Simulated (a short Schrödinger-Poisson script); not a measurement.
Stack: gated Al0.4Ga0.6N/GaN polarisation-induced gas, at 300 K.

| layer | material | thickness (nm) | Na (cm⁻³) |
|---|---|---|---|
| 1 | Al0.4Ga0.6N | 15 | - |
| 2 | GaN | 6000 | 2e15 |

The device is made up for the run: typed textbook-type constants, with dimensions and the other settings drawn at random. Al0.4Ga0.6N: permittivity 9.26, conduction-band edge (eV) 0.58, gap (eV) 4.258, electron mass (mₑ) 0.248, Nv at 300 K (cm⁻³) 4.6e19. GaN: permittivity 9.5, conduction-band edge (eV) 0, gap (eV) 3.43, Nv at 300 K (cm⁻³) 4.6e19.

Channel valleys (confinement mass, in-plane density-of-states mass, number): Γ 0.2, 0.2, 1. At the gate the conduction-band edge of layer 1 lies 1.26 eV − eVg above the Fermi level of the channel; the field vanishes at the back. Sheet of polarisation charge: +2e13 e/cm² at 15 nm from the gate. The barrier under the gate holds no holes. Gaps are held at their typed values at every temperature. Mesh 0.08 nm at interfaces.

Solved with a short Schrödinger-Poisson script written for these runs: 1D Poisson equation in equilibrium, electrons quantum, Hartree (BenDaniel-Duke, 40 states a valley, the channel's in-plane mass for all, wave functions free to enter the barrier), parabolic valleys, classical holes, full ionisation, no traps, pinning or gate leakage.

Only gate voltages with over 1e8 electrons/cm² are shown.

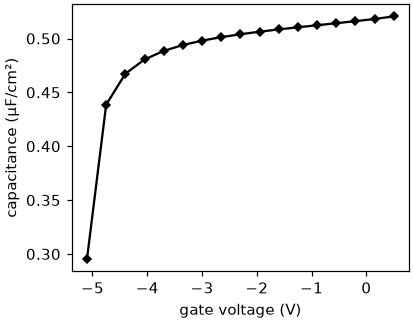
Quasi-static capacitance against gate voltage

```tsv
Vg (V)	electrons (cm⁻²)	in the channel layer	C (μF/cm²)	Γ E0 (meV)	Γ E1 (meV)
0.5	1.74e13	1.59e13	0.521	-179.3	-9.9
0.15	1.63e13	1.50e13	0.518	-168.3	-6.0
-0.2	1.51e13	1.41e13	0.516	-157.2	-2.1
-0.55	1.40e13	1.31e13	0.514	-145.9	1.7
-0.9	1.29e13	1.21e13	0.512	-134.6	5.6
-1.25	1.18e13	1.12e13	0.510	-123.1	9.6
-1.6	1.06e13	1.02e13	0.508	-111.5	13.6
-1.95	9.54e12	9.16e12	0.506	-99.7	17.7
-2.3	8.44e12	8.14e12	0.504	-87.8	21.8
-2.65	7.34e12	7.12e12	0.501	-75.7	26.2
-3	6.25e12	6.09e12	0.498	-63.2	30.7
-3.35	5.16e12	5.06e12	0.494	-50.2	35.6
-3.7	4.09e12	4.02e12	0.488	-36.4	40.9
-4.05	3.03e12	2.99e12	0.481	-21.2	47.1
-4.4	2.00e12	1.98e12	0.467	-3.2	55.3
-4.75	1.00e12	9.97e11	0.439	21.8	68.7
-5.1	1.45e11	1.44e11	0.295	79.8	112.0
```

Subbands count from the Fermi level.
